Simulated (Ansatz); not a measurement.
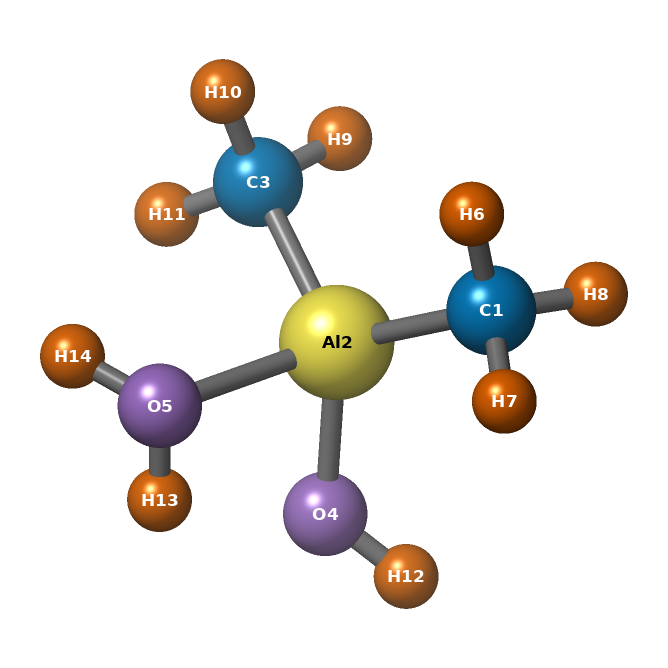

Numbered structure. Computed geometry: PBE0-D4/def2-TZVP optimisation.

Which atoms are bonded, and how long are the bonds?

```tsv
bond	length (Å)
C1–Al2	1.959
C1–H6	1.095
C1–H7	1.095
C1–H8	1.096
Al2–C3	1.964
Al2–O4	1.753
Al2–O5	2.019
C3–H9	1.096
C3–H10	1.096
C3–H11	1.095
O4–H12	0.954
O5–H13	0.976
O5–H14	0.963
```
